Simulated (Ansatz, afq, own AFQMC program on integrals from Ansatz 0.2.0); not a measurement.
**SiHO (doublet): AFQMC on the coupled-cluster ladder at distance Si1–H3 = 4.219 Å, cc-pVDZ**

Aim: compute SiHO (doublet) with auxiliary-field quantum Monte Carlo on the same integrals as coupled cluster, and set the energies side by side.

Program: Ansatz 0.2.0, Gaussian basis, and an in-house AFQMC program (afq) on its integrals; all values are calculated. Level of theory: cc-pVDZ, frozen cores. These are calculated values, not measurements.

The runs, in order: PBE (unrestricted); r2SCAN (unrestricted); PBE0 (unrestricted); B3LYP (unrestricted); wB97M-V (unrestricted); B2PLYP (unrestricted); CCSD(T) on UHF; CCSDT(Q) on UHF; Phaseless AFQMC, CISD trial on UHF; Phaseless AFQMC, single-determinant trial on UHF.

### Step 1. What is computed

The geometry derives from a PBE0/def2-TZVP stationary point (not a proven minimum). One bond is set to the value named and the two fragments are kept rigid.

3 atoms, charge 0, spin multiplicity 2.

Atoms are counted from 1 here; the program's logs count them from 0.

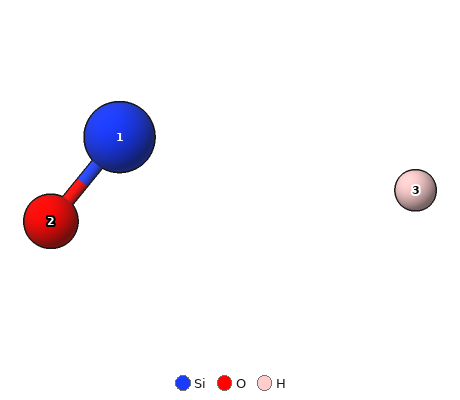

The structure; silicon blue, oxygen red, hydrogen pink; atoms are numbered from 1 in the order of the file.

### Step 2. PBE (unrestricted)

Input file in.yaml:

```yaml
crystal:
  periodic: [false, false, false]
  atoms:
    - {symbol: Si, position_ang: [0.000000, -0.149732, 0.478713]}
    - {symbol: O, position_ang: [0.000000, 0.059526, -1.029818]}
    - {symbol: H, position_ang: [0.000000, 3.227296, 3.007674]}
basis:
  gaussian: {orbitals: cc-pVDZ}
magnetization: {spin_polarized: true, initial_magnetization: 1}
hamiltonian: {xc: {name: PBE}}
output: {orbitals: {seedname: orbitals}}
```

Launch:

```console
ansatz run in.yaml --threads 1 --pin off --events-out ev --progress --plain --max-ram 1382MiB
```

Output:

```text
Functional definition: PBE
  name "PBE"
  cite "Perdew, Burke & Ernzerhof, Phys. Rev. Lett. 77, 3865 (1996) doi:10.1103/PhysRevLett.77.3865"
  parent pbe
  parameter kappa = 0.804
  parameter beta = 0.06672455060314922
  exchange = pbe_x(kappa = kappa, mu = beta*pi^2/3)
  correlation = pbe_c(beta = beta)
431 factors; their error is unknown
mean field evaluation 1: about -9922.5067 eV, gradient 4.8e1 eV
mean field evaluation 2: about -9752.0129 eV, gradient 1.4e2 eV
mean field evaluation 4: about -9931.6380 eV, gradient 7.1e0 eV
mean field evaluation 8: about -9931.9782 eV, gradient 1.3e-1 eV
mean field evaluation 16: about -9931.9614 eV, gradient 2.7e-5 eV
mean field -9931.96136736 eV, -364.9928481252 hartree, gradient 2.7e-5 eV, S^2 0.750003; 0 other end points of the search recorded, 0 dependent functions left out
reference -9931.96140222 eV, -364.9928494063 hartree; 12, 11 occupied and 25, 26 virtual orbitals, 431 factors
Total energy: -9931.96140222 eV, -364.9928494063 hartree
```

Run time: 0.36 s. Hardware: 1 thread of AMD EPYC 9R45 (Zen 5), shared host.

From the report: ⟨S²⟩ of the determinant 0.750 (pure doublet: 0.75).

### Step 3. r2SCAN (unrestricted)

Changes to in.yaml since step 2:

```diff
@@ -9,3 +9,2 @@
 magnetization: {spin_polarized: true, initial_magnetization: 1}
-hamiltonian: {xc: {name: PBE}}
-output: {orbitals: {seedname: orbitals}}
+hamiltonian: {xc: {name: r2SCAN}}
```

Launched as before.

Output:

```text
Functional definition: r2SCAN
  name "r2SCAN"
  cite "Furness, Kaplan, Ning, Perdew & Sun, J. Phys. Chem. Lett. 11, 8208 (2020) doi:10.1021/acs.jpclett.0c02405"
  cite "Furness, Kaplan, Ning, Perdew & Sun, J. Phys. Chem. Lett. 11, 9248 (2020) doi:10.1021/acs.jpclett.0c03077"
  parent r2scan
  parameter k0 = 0.174
  parameter k1 = 0.065
  parameter a1 = 4.9479
  exchange = r2scan_x(k0 = k0, k1 = k1, a1 = a1)
  correlation = r2scan_c
431 factors; their error is unknown
mean field evaluation 1: about -9927.7661 eV, gradient 4.5e1 eV
mean field evaluation 2: about -9772.8485 eV, gradient 1.3e2 eV
mean field evaluation 4: about -9936.1267 eV, gradient 3.5e0 eV
mean field evaluation 8: about -9936.2077 eV, gradient 7.8e-2 eV
mean field evaluation 16: about -9936.2077 eV, gradient 2.0e-5 eV
mean field -9936.20773924 eV, -365.1488994134 hartree, gradient 2.0e-5 eV, S^2 0.750033; 0 other end points of the search recorded, 0 dependent functions left out
reference -9936.20775027 eV, -365.1488998188 hartree; 12, 11 occupied and 25, 26 virtual orbitals, 431 factors
Total energy: -9936.20775027 eV, -365.1488998188 hartree
```

Run time: 0.69 s. Hardware: 1 thread of AMD EPYC 9R45 (Zen 5), shared host.

From the report: ⟨S²⟩ of the determinant 0.750 (pure doublet: 0.75).

### Step 4. PBE0 (unrestricted)

Changes to in.yaml since step 3:

```diff
@@ -9,2 +9,3 @@
 magnetization: {spin_polarized: true, initial_magnetization: 1}
-hamiltonian: {xc: {name: r2SCAN}}
+hamiltonian: {xc: {name: PBE0}}
+output: {orbitals: {seedname: orbitals}}
```

The command is unchanged.

Output:

```text
Functional definition: PBE0
  name "PBE0"
  cite "Adamo & Barone, J. Chem. Phys. 110, 6158 (1999) doi:10.1063/1.478522"
  cite "Perdew, Burke & Ernzerhof, Phys. Rev. Lett. 77, 3865 (1996) doi:10.1103/PhysRevLett.77.3865"
  parent pbe
  parameter a = 0.25
  parameter kappa = 0.804
  parameter beta = 0.06672455060314922
  exchange = (1 - a)*pbe_x(kappa = kappa, mu = beta*pi^2/3) + a*exact_x
  correlation = pbe_c(beta = beta)
358 factors; integrals over basis functions are off by at most 4.4e-4 eV
mean field evaluation 1: about -9924.6582 eV, gradient 4.3e1 eV
mean field evaluation 2: about -9838.5727 eV, gradient 1.2e2 eV
mean field evaluation 4: about -9932.3355 eV, gradient 1.8e0 eV
mean field evaluation 8: about -9932.4171 eV, gradient 3.6e-1 eV
mean field evaluation 16: about -9932.4177 eV, gradient 1.4e-4 eV
mean field -9932.41773702 eV, -365.0096194010 hartree, gradient 1.7e-5 eV, S^2 0.750004; 0 other end points of the search recorded, 0 dependent functions left out
reference -9932.41776306 eV, -365.0096203577 hartree; 12, 11 occupied and 25, 26 virtual orbitals, 358 factors
Total energy: -9932.41776306 eV, -365.0096203577 hartree
```

It took 0.45 s on 1 thread of AMD EPYC 9R45 (Zen 5), shared host.

From the report: ⟨S²⟩ of the determinant 0.750 (pure doublet: 0.75).

### Step 5. B3LYP (unrestricted)

Changes to in.yaml since step 4:

```diff
@@ -9,3 +9,2 @@
 magnetization: {spin_polarized: true, initial_magnetization: 1}
-hamiltonian: {xc: {name: PBE0}}
-output: {orbitals: {seedname: orbitals}}
+hamiltonian: {xc: {name: B3LYP}}
```

Launched as before.

Output, cut to the lines that bear on the results:

```text
Functional definition: B3LYP
  name "B3LYP"
  cite "Stephens, Devlin, Chabalowski & Frisch, J. Phys. Chem. 98, 11623 (1994) doi:10.1021/j100096a001"
  cite "Becke, Phys. Rev. A 38, 3098 (1988) doi:10.1103/PhysRevA.38.3098"
  cite "Lee, Yang & Parr, Phys. Rev. B 37, 785 (1988) doi:10.1103/PhysRevB.37.785"
  cite "Vosko, Wilk & Nusair, Can. J. Phys. 58, 1200 (1980) doi:10.1139/p80-159"
[...]
358 factors; integrals over basis functions are off by at most 4.4e-4 eV
[...]
mean field -9938.56619068 eV, -365.2355709053 hartree, gradient 2.9e-5 eV, S^2 0.750021; 0 other end points of the search recorded, 0 dependent functions left out
reference -9938.56641798 eV, -365.2355792586 hartree; 12, 11 occupied and 25, 26 virtual orbitals, 358 factors
Total energy: -9938.56641798 eV, -365.2355792586 hartree
```

Run time: 0.42 s. Hardware: 1 thread of AMD EPYC 9R45 (Zen 5), shared host.

From the report: ⟨S²⟩ of the determinant 0.750 (pure doublet: 0.75).

### Step 6. wB97M-V (unrestricted)

Changes to in.yaml since step 5:

```diff
@@ -9,2 +9,3 @@
 magnetization: {spin_polarized: true, initial_magnetization: 1}
-hamiltonian: {xc: {name: B3LYP}}
+hamiltonian: {xc: {name: wB97M-V}}
+output: {orbitals: {seedname: orbitals}}
```

The command is unchanged.

Output, cut to the lines that bear on the results:

```text
Functional definition: wB97M-V
  name "wB97M-V"
  cite "Mardirossian & Head-Gordon, J. Chem. Phys. 144, 214110 (2016) doi:10.1063/1.4952647"
  cite "Becke, J. Chem. Phys. 107, 8554 (1997) doi:10.1063/1.475007"
  cite "Vydrov & Van Voorhis, J. Chem. Phys. 133, 244103 (2010) doi:10.1063/1.3521275"
  # Of w^i u^j: cxij and so on, Table III.
[...]
  gx(w, u) = 1 - cx + cx01*u + cx10*w
  gss(w, u) = css00 + css04*u^4 + css10*w + css20*w^2 + css43*w^4*u^3
  gos(w, u) = cos00 + cos10*w + (cos20 + cos21*u)*w^2 + (cos60 + cos61*u)*w^6
[...]
      + integral(e_c_pw_mod_opposite_spin*gos(b97_w_opposite, b97_u_opposite)) + vv10(b, c)
358 factors; integrals over basis functions are off by at most 4.4e-4 eV
108 factors; integrals over basis functions are off by at most 1.1e-4 eV
[...]
mean field -9937.02300101 eV, -365.1788597309 hartree, gradient 4.0e-5 eV, S^2 0.750002; 0 other end points of the search recorded, 0 dependent functions left out
reference -9937.02303591 eV, -365.1788610135 hartree; 12, 11 occupied and 25, 26 virtual orbitals, 358 factors
Total energy: -9937.02303591 eV, -365.1788610135 hartree
```

It took 1.6 s on 1 thread of AMD EPYC 9R45 (Zen 5), shared host.

From the report: ⟨S²⟩ of the determinant 0.750 (pure doublet: 0.75).

### Step 7. B2PLYP (unrestricted)

Changes to in.yaml since step 6:

```diff
@@ -9,3 +9,3 @@
 magnetization: {spin_polarized: true, initial_magnetization: 1}
-hamiltonian: {xc: {name: wB97M-V}}
-output: {orbitals: {seedname: orbitals}}
+hamiltonian: {xc: {name: B2PLYP}}
+correlation: {electrons: outside_noble_gas}
```

The command is unchanged.

Output, cut to the lines that bear on the results:

```text
Functional definition: B2PLYP
  name "B2PLYP"
  cite "Grimme, J. Chem. Phys. 124, 034108 (2006) doi:10.1063/1.2148954"
  cite "Becke, Phys. Rev. A 38, 3098 (1988) doi:10.1103/PhysRevA.38.3098"
  cite "Lee, Yang & Parr, Phys. Rev. B 37, 785 (1988) doi:10.1103/PhysRevB.37.785"
[...]
358 factors; integrals over basis functions are off by at most 4.4e-4 eV
[...]
mean field -9930.53756999 eV, -364.9405245370 hartree, gradient 7.5e-6 eV, S^2 0.750019; 2 other end points of the search recorded, 0 dependent functions left out
6 core orbitals not correlated: weight in the atoms' cores, before any rotation towards them, 1.000 or more for the frozen orbitals, at most 0.000 for the correlated occupied ones
reference -9930.53771632 eV, -364.9405299147 hartree; 6, 5 occupied and 25, 26 virtual orbitals, 358 factors
second order -9.65643485 eV of doubles, -0.00000000 eV of singles
Total energy: -9933.14495373 eV, -365.0363441222 hartree
```

It took 0.84 s on 1 thread of AMD EPYC 9R45 (Zen 5), shared host.

From the report: ⟨S²⟩ of the determinant 0.750 (pure doublet: 0.75).

### Step 8. CCSD(T) on UHF

Changes to in.yaml since step 7:

```diff
@@ -9,3 +9,2 @@
 magnetization: {spin_polarized: true, initial_magnetization: 1}
-hamiltonian: {xc: {name: B2PLYP}}
-correlation: {electrons: outside_noble_gas}
+correlation: {method: ccsd_t, electrons: outside_noble_gas, hamiltonian_folder: ham}
```

Same command.

Output, cut to the lines that bear on the results:

```text
Functional definition: HF
  name "HF"
  cite "Fock, Z. Phys. 61, 126 (1930) doi:10.1007/BF01340294"
  parent pbe
[...]
358 factors; integrals over basis functions are off by at most 4.4e-4 eV
[...]
mean field -9912.80420917 eV, -364.2888355471 hartree, gradient 1.5e-6 eV, S^2 0.750007; 12 other end points of the search recorded, 0 dependent functions left out
determinant -9912.80420917 eV, -364.2888355471 hartree, with singles and doubles -9920.41963490 eV, -364.5686972807 hartree
determinant -9909.76036751 eV, -364.1769764293 hartree, with singles and doubles -9915.72195888 eV, -364.3960608711 hartree
determinant -9909.75379973 eV, -364.1767350675 hartree, with singles and doubles -9915.71286288 eV, -364.3957265993 hartree
determinant -9909.40609601 eV, -364.1639571916 hartree, with singles and doubles -9915.56709213 eV, -364.3903696232 hartree
determinant -9909.40139099 eV, -364.1637842853 hartree, with singles and doubles -9915.56208744 eV, -364.3901857041 hartree
determinant -9909.35314243 eV, -364.1620111834 hartree, with singles and doubles -9915.32170806 eV, -364.3813519249 hartree
determinant -9909.34474214 eV, -364.1617024786 hartree, with singles and doubles -9915.31009478 eV, -364.3809251447 hartree
6 core orbitals not correlated: weight in the atoms' cores, before any rotation towards them, 1.000 or more for the frozen orbitals, at most 0.000 for the correlated occupied ones
reference -9912.80420917 eV, -364.2888355471 hartree; 6, 5 occupied and 25, 26 virtual orbitals, 358 factors
second order -7.47026405 eV of doubles, -0.00000000 eV of singles
cycle   1  -7.61488244 eV  change    5.4e-4 eV  update   6.5e-4
[...]
cycle   7  -7.61512061 eV  change   -5.4e-6 eV  update   4.4e-6
perturbative correction -0.32344709 eV, -0.0118864613 hartree
Total energy: -9920.74277687 eV, -364.5805725290 hartree
```

Run time: 2 s. Hardware: 1 thread of AMD EPYC 9R45 (Zen 5), shared host.

From the report: ⟨S²⟩ of the determinant 0.750 (pure doublet: 0.75); correlation -7.9386 eV; T1 0.030; largest double amplitude 0.07.

This run also writes the integrals to the folder ham.

### Step 9. CCSDT(Q) on UHF

Changes to in.yaml since step 8:

```diff
@@ -9,2 +9,2 @@
 magnetization: {spin_polarized: true, initial_magnetization: 1}
-correlation: {method: ccsd_t, electrons: outside_noble_gas, hamiltonian_folder: ham}
+correlation: {method: ccsdt_q, electrons: outside_noble_gas}
```

The command is unchanged.

Output, cut to the lines that bear on the results:

```text
Functional definition: HF
  name "HF"
  cite "Fock, Z. Phys. 61, 126 (1930) doi:10.1007/BF01340294"
  parent pbe
[...]
618 factors; integrals over basis functions are off by at most 1.7e-7 eV
[...]
mean field -9912.80431567 eV, -364.2888394610 hartree, gradient 1.5e-6 eV, S^2 0.750007; 12 other end points of the search recorded, 0 dependent functions left out
determinant -9912.80431567 eV, -364.2888394610 hartree, with singles and doubles -9920.41975539 eV, -364.5687017087 hartree
determinant -9909.76048730 eV, -364.1769808313 hartree, with singles and doubles -9915.72209965 eV, -364.3960660442 hartree
determinant -9909.75392010 eV, -364.1767394912 hartree, with singles and doubles -9915.71300369 eV, -364.3957317740 hartree
determinant -9909.40622094 eV, -364.1639617829 hartree, with singles and doubles -9915.56722807 eV, -364.3903746187 hartree
determinant -9909.40151490 eV, -364.1637888390 hartree, with singles and doubles -9915.56222955 eV, -364.3901909266 hartree
determinant -9909.35326568 eV, -364.1620157130 hartree, with singles and doubles -9915.32184952 eV, -364.3813571235 hartree
determinant -9909.34486577 eV, -364.1617070220 hartree, with singles and doubles -9915.31023698 eV, -364.3809303704 hartree
6 core orbitals not correlated: weight in the atoms' cores, before any rotation towards them, 1.000 or more for the frozen orbitals, at most 0.000 for the correlated occupied ones
reference -9912.80431567 eV, -364.2888394610 hartree; 6, 5 occupied and 25, 26 virtual orbitals, 618 factors
second order -7.47028546 eV of doubles, -0.00000000 eV of singles
cycle   1  -7.12402779 eV  change    3.5e-1 eV  update   1.6e-1
[...]
cycle  18  -7.95606886 eV  change   -5.5e-7 eV  update   8.9e-7
perturbative correction -0.04789577 eV, -0.0017601372 hartree
Total energy: -9920.80828030 eV, -364.5829797358 hartree
```

Run time: 9 s. Hardware: 1 thread of AMD EPYC 9R45 (Zen 5), shared host; peak memory 0.27 GiB.

From the report: ⟨S²⟩ of the determinant 0.750 (pure doublet: 0.75); correlation -8.0040 eV; T1 0.029; largest double amplitude 0.09.

### Step 10. Phaseless AFQMC, CISD trial on UHF

It reads the integrals that the CCSD(T) run on this determinant wrote.

Launch:

```console
afq ham --method phaseless --trial cisd --walkers 60 --populations 1 --least-time 40 --time-step 0.005 --steps-per-block 50 --equilibration-blocks 40 --max-blocks 300 --target-error 0.0008 --factor-cut 1e-05 --start spin_pure --seed 3328 --release-times 0.24,0.51,0.99,1.62,2.4 --release-step 0.03 --release-every 4 --taylor-order 6
```

Output:

```text
orbitals 31  electrons 6 5  factors 201 of 358
reference energy -364.28883555 Eh
CCSD correlation -0.27984998 Eh in 13 cycles, weight of the determinant in the CISD state 0.8711
energy of the start -364.568685 Eh
 block  time / (1/Eh)  mean weight  energy / Eh
     1     0.250  1.0021  -364.565681
     2     0.500  1.0003  -364.569268
     3     0.750  1.0006  -364.568090
     4     1.000  1.0012  -364.576949
     5     1.250  0.9996  -364.575294
     6     1.500  0.9988  -364.580367
     7     1.750  1.0014  -364.572736
     8     2.000  1.0002  -364.579078
     9     2.250  1.0024  -364.592313
    10     2.500  0.9999  -364.576289
    15     3.750  0.9981  -364.579040
    22     5.500  0.9994  -364.567005
    29     7.250  1.0015  -364.597578
    36     9.000  1.0022  -364.583861
    43    10.750  0.9994  -364.573630
    50    12.500  0.9969  -364.580158
    57    14.250  1.0003  -364.576837
    64    16.000  0.9987  -364.578884
    71    17.750  1.0013  -364.585599
    78    19.500  1.0004  -364.572959
    85    21.250  1.0012  -364.583634
    92    23.000  1.0034  -364.581542
    99    24.750  0.9999  -364.587007
   106    26.500  1.0030  -364.613869
   113    28.250  0.9999  -364.587832
   120    30.000  1.0027  -364.573279
   127    31.750  0.9962  -364.585224
   134    33.500  0.9991  -364.585422
   141    35.250  1.0014  -364.589980
   148    37.000  0.9985  -364.576034
   155    38.750  1.0003  -364.573832
   162    40.500  1.0004  -364.572721
   169    42.250  0.9963  -364.596945
   176    44.000  0.9982  -364.594406
   183    45.750  1.0015  -364.602367
   190    47.500  1.0002  -364.574682
   197    49.250  1.0016  -364.575275
   204    51.000  0.9927  -364.579766
   211    52.750  0.9992  -364.575254
   218    54.500  1.0032  -364.583039
   225    56.250  0.9991  -364.569500
   232    58.000  0.9997  -364.579312
   239    59.750  1.0025  -364.591052
   246    61.500  1.0017  -364.570520
   253    63.250  0.9978  -364.575379
   260    65.000  0.9976  -364.573629
   267    66.750  1.0019  -364.595956
   274    68.500  0.9981  -364.584925
   281    70.250  1.0026  -364.582683
   288    72.000  0.9999  -364.584392
   295    73.750  0.9967  -364.583657
blocks merged  error / Eh  count
     1  0.000545  260
     2  0.000653  130
     4  0.000710  65
     8  0.000783  32
    16  0.000791  16
    32  0.000700  8
released: time / (1/Eh)  energy / Eh  error  mean overlap
  0.24  -364.582363  0.000961  0.9956
  0.51  -364.581708  0.000875  0.9968
  0.99  -364.581274  0.000726  1.0003
  1.62  -364.583152  0.001860  0.9861
  2.40  -364.583991  0.001658  0.9628
energy -364.580756 +/- 0.000791 Eh
```

Run time: 2.3 min. Hardware: 1 thread of AMD EPYC 9R45 (Zen 5), shared host.

Energy -9920.7478 ± 0.0215 eV. Caveats: constraint bias not in the error.

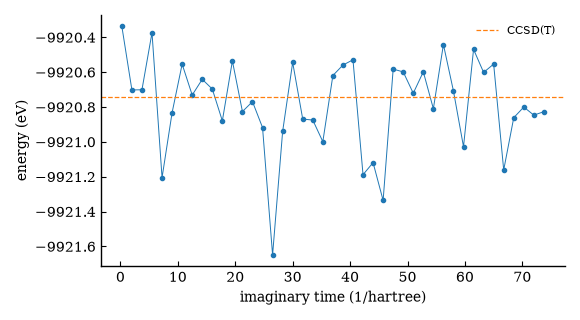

Block energies along the walk.

### Step 11. Phaseless AFQMC, single-determinant trial on UHF

It reads the integrals that the CCSD(T) run on this determinant wrote.

Launch:

```console
afq ham --method phaseless --trial hf --walkers 120 --populations 1 --least-time 40 --time-step 0.005 --steps-per-block 20 --equilibration-blocks 160 --max-blocks 600 --target-error 0.0024000000000000002 --factor-cut 1e-05 --start spin_pure --seed 7745 --taylor-order 6
```

Output:

```text
orbitals 31  electrons 6 5  factors 201 of 358
reference energy -364.28883555 Eh
CCSD correlation -0.27984998 Eh in 13 cycles, weight of the determinant in the CISD state 0.8711
energy of the start -364.288836 Eh
 block  time / (1/Eh)  mean weight  energy / Eh
     1     0.100  1.0019  -364.370691
     2     0.200  1.0012  -364.414622
     3     0.300  1.0028  -364.453869
     4     0.400  1.0009  -364.479145
     5     0.500  1.0005  -364.484990
     6     0.600  1.0022  -364.488522
     7     0.700  1.0012  -364.517003
     8     0.800  1.0011  -364.527512
     9     0.900  1.0013  -364.549413
    10     1.000  1.0003  -364.539426
    20     2.000  0.9987  -364.564165
    39     3.900  1.0007  -364.581068
    58     5.800  0.9957  -364.597265
    77     7.700  0.9988  -364.564361
    96     9.600  1.0014  -364.592606
   115    11.500  1.0000  -364.533829
   134    13.400  1.0006  -364.598853
   153    15.300  1.0021  -364.609169
   172    17.200  1.0004  -364.659558
   191    19.100  1.0014  -364.699957
   210    21.000  1.0010  -364.534408
   229    22.900  0.9999  -364.599566
   248    24.800  0.9978  -364.546763
   267    26.700  0.9994  -364.502791
   286    28.600  1.0017  -364.550494
   305    30.500  1.0002  -364.600596
   324    32.400  1.0007  -364.532373
   343    34.300  1.0008  -364.578843
   362    36.200  0.9998  -364.580221
   381    38.100  1.0007  -364.590260
   400    40.000  0.9970  -364.527373
   419    41.900  1.0008  -364.722937
   438    43.800  1.0015  -364.558206
   457    45.700  1.0001  -364.618935
   476    47.600  0.9991  -364.601604
   495    49.500  0.9990  -364.581412
   514    51.400  1.0015  -364.583956
   533    53.300  0.9998  -364.592307
   552    55.200  1.0042  -364.790500
   571    57.100  1.0008  -364.603365
   590    59.000  0.9995  -364.576682
   609    60.900  0.9979  -364.572746
   628    62.800  1.0027  -364.720672
   647    64.700  0.9977  -364.577627
   666    66.600  0.9973  -364.613019
   685    68.500  1.0018  -364.586903
   704    70.400  1.0017  -364.679536
   723    72.300  1.0021  -364.605800
   742    74.200  1.0012  -364.557597
blocks merged  error / Eh  count
     1  0.001784  600
     2  0.002407  300
     4  0.003065  150
     8  0.003639  75
    16  0.004073  37
    32  0.004575  18
    64  0.003999  9
energy -364.591214 +/- 0.004575 Eh
```

Run time: 1.8 min. Hardware: 1 thread of AMD EPYC 9R45 (Zen 5), shared host.

Energy -9921.0324 ± 0.1245 eV. Caveats: constraint bias not in the error; error above the target.

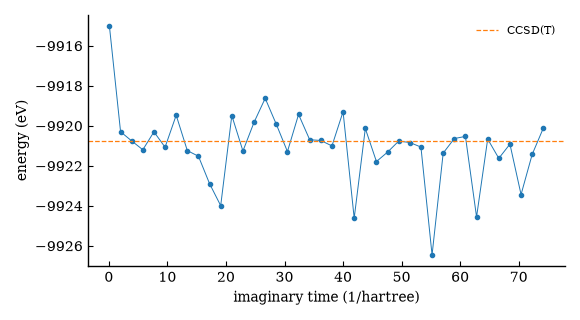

Block energies along the walk.

### Step 12. All levels side by side

On the UHF determinant, counted from CCSDT(Q) (a yardstick, not exact):

```tsv
level	energy (eV)	from CCSDT(Q) (meV)	statistical error (meV)	time
HF	-9912.8042	+8004.1		
MP2	-9920.2745	+533.8		
CCSD	-9920.4193	+389.0		
CCSD(T)	-9920.7428	+65.5		
CCSDT(Q)	-9920.8083	0.0		
Phaseless AFQMC, CISD trial, step 0.005, 60 walkers	-9920.7478	+60.5	21.5	2.3 min
Phaseless AFQMC, single-determinant trial, step 0.005, 120 walkers	-9921.0324	-224.1	124.5	1.8 min
```

The functionals' totals stand on their own zeros and serve differences with other points: PBE -9931.961 eV; r2SCAN -9936.208 eV; PBE0 -9932.418 eV; B3LYP -9938.566 eV; wB97M-V -9937.023 eV; B2PLYP -9933.145 eV.

### Step 13. Outcome

| quantity | value |
| --- | --- |
| CCSD(T) on UHF from CCSDT(Q) | +65.5 meV |
| Phaseless AFQMC, CISD trial on UHF from CCSDT(Q) | +60.5 ± 21.5 meV |
| Phaseless AFQMC, single-determinant trial on UHF from CCSDT(Q) | -224.1 ± 124.5 meV |

What this shows: On UHF the phaseless walk with the CISD trial lies +60.5 meV from CCSDT(Q), within three error bars. Error bars are statistical and leave out the constraint, the time step and what remains of the start.
